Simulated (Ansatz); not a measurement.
# Calculations on SiH$_{3}$SBr

Part 1: Relaxation

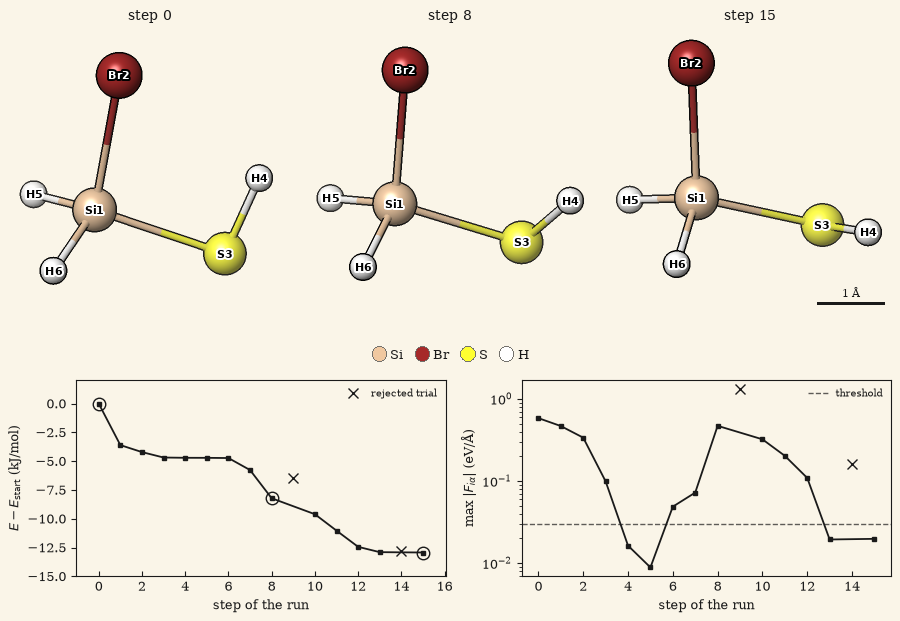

Frames of a relaxation of SiH3SBr, marked on the history of the run. The picture is a ball-and-stick view, seen at a tilt.

The run prepares an end point of a later path (reaction) calculation, from a guessed geometry.

The calculation used RKS PBE0/def2-SVPD (Ansatz).

Input
```yaml
crystal:
  periodic: [false, false, false]
  atoms:
    - { symbol: Si, position_ang: [-0.432267, 0.352517, 0.141747] }
    - { symbol: Br, position_ang: [1.496198, 1.284892, -0.659214] }
    - { symbol: S, position_ang: [-0.055858, -1.760637, 0.127269] }
    - { symbol: H, position_ang: [1.186959, -1.498126, -0.349933] }
    - { symbol: H, position_ang: [-1.539074, 0.738632, -0.772202] }
    - { symbol: H, position_ang: [-0.656057, 0.882624, 1.512333] }
basis:
  gaussian: { orbitals: def2-SVPD }
hamiltonian:
  xc: pbe0
relax:
  f_tol: 0.03
  max_steps: 50
output:
  orbitals: {}
```

Launched with:
```bash
ansatz run input.yaml --threads 2 --pin off --max-ram 3072MiB --backend cpu --events-out ev --progress --plain --runs-dir out
```

What happens along the run?

Answer. The largest move after the best rigid fit is that of H4, 0.87 Å. Largest moves by element: H 0.87 Å, S 0.54 Å, Br 0.46 Å, Si 0.18 Å. Near-neighbour distances that change, for instance: Si1–Br2 2.287 → 2.235 Å, Si1–S3 2.146 → 2.139 Å. Among the angles between lasting bonds that change: Br2–Si1–S3 104.5° → 112.9°, S3–Si1–H5 112.5° → 105.5°, Si1–S3–H4 88.4° → 94.9°. Groups turn about Si1–S3 by about 70°. Over 13 accepted moves (15 points after the start) the energy falls by 12.9 kJ/mol. Largest force component: 0.58 eV/Å at the start, 0.02 eV/Å at the end. The line search rejected the trial steps at points 9, 14 of the run. The forces were under the threshold at step 4, but the run went on from there. Cost: 51 s on 2 threads of Intel(R) Xeon(R) Platinum 8259CL CPU @ 2.50GHz (Skylake/Cascade Lake) (shared host), peak memory 0.3 GiB. From step 0 to 8: H4 moves most (0.43 Å), energy −8.22 kJ/mol. From step 8 to 15: H4 moves most (0.46 Å), energy −4.71 kJ/mol.

Part 2: Relaxation

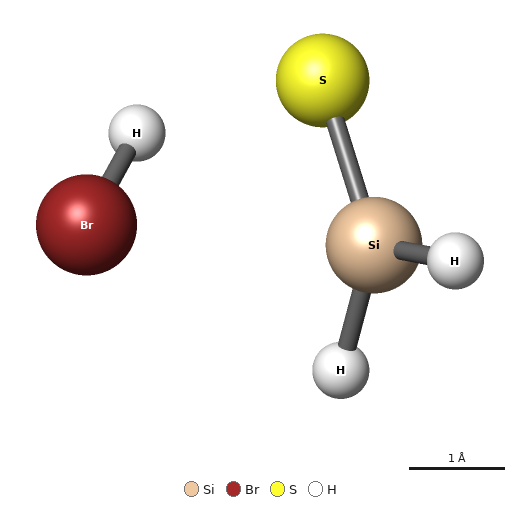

Starting structure of SiH3SBr. Style: ball-and-stick. Shown from a free direction.

The run prepares an end point of a later path (reaction) calculation, from a guessed geometry.

These are results of RKS PBE0/def2-SVPD (Ansatz), not measurements.

Input
```yaml
crystal:
  periodic: [false, false, false]
  atoms:
    - { symbol: Si, position_ang: [-1.001713, 0.020061, 0.377454] }
    - { symbol: Br, position_ang: [2.285139, 0.761785, -0.91105] }
    - { symbol: S, position_ang: [-0.451089, -1.862765, 0.278183] }
    - { symbol: H, position_ang: [1.692711, -0.557204, -0.602365] }
    - { symbol: H, position_ang: [-1.709913, 0.746736, -0.711709] }
    - { symbol: H, position_ang: [-0.815235, 0.891287, 1.569487] }
basis:
  gaussian: { orbitals: def2-SVPD }
hamiltonian:
  xc: pbe0
relax:
  f_tol: 0.03
  max_steps: 50
```

Command:
```bash
ansatz run input.yaml --threads 2 --pin off --max-ram 3072MiB --backend cpu --events-out ev --progress --plain --runs-dir out
```

Question: Where does the relaxation end?

Answer: Br2 moves most after the best rigid fit: 0.53 Å. Largest moves by element: Br 0.53 Å, H 0.30 Å, S 0.28 Å, Si 0.12 Å. Near-neighbour distances that change, for instance: Si1–Br2 3.607 → 3.009 Å, Br2–H4 1.479 → 1.429 Å. After 9 accepted moves (10 points after the start) the energy has fallen by 7.51 kJ/mol. The largest force component goes from 0.83 to 0.0091 eV/Å. The line search rejected the trial step at point 6 of the run. The forces were under the threshold at step 7, but the run went on from there. Cost: 36 s on 2 threads of Intel(R) Xeon(R) Platinum 8259CL CPU @ 2.50GHz (Skylake/Cascade Lake), on a shared host, peak memory 0.29 GiB.

Final geometry:

```xyz
6

Si   -0.8909    0.0032    0.3382
Br    1.7903    0.8497   -0.7341
S    -0.6941   -1.9531    0.3811
H     1.9747   -0.5671   -0.7134
H    -1.5241    0.7652   -0.7764
H    -0.6561    0.9020    1.5047
```

After the run, drawn alike:

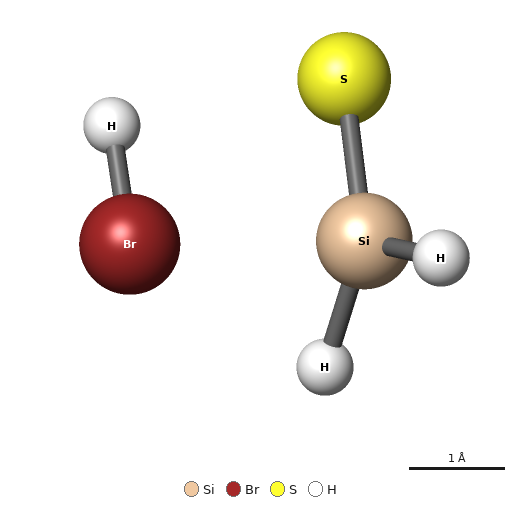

Limits of the set-up: the start holds two separate molecules, 2.7 Å apart at their closest, whose relative position is a soft coordinate and is computed without a dispersion correction.

Part 3: Path

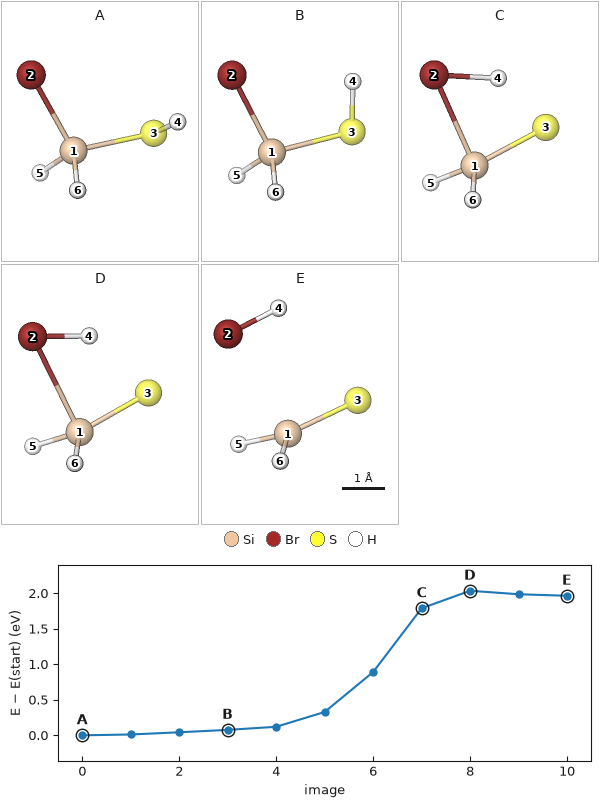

NEB run on SiH$_{3}$SBr. Images are numbered from 0 (start) to 10 (end). Frames A to E are images 0, 3, 7, 8, 10. Style: ball-and-stick. Shown at a tilt.

Computed with RKS PBE0/def2-SVPD in Ansatz 0.2.0. Run with 9 movable images; climbing image; force threshold 0.05 eV/Å; iteration limit 60; starting path through a guess of the saddle point.

Describe the mechanism and the energy profile.

Forward barrier 2.04 eV, backward barrier 0.07 eV, with image 8 at the top; the reaction energy is +1.96 eV. Breaking: S3–H4 (1.35 → 2.17 at the top → 3.20 Å), Si1–Br2 (2.23 → 2.73 at the top → 3.01 Å). Forming: Br2–H4 (3.73 → 1.50 at the top → 1.43 Å). The band converged in 8 iterations. The largest component of the band force went from 2.6 to 0.03 eV/Å. The climbing image converged on the top of the path. Its vibrational analysis gives one imaginary mode (278i cm⁻¹), as a transition state must have.
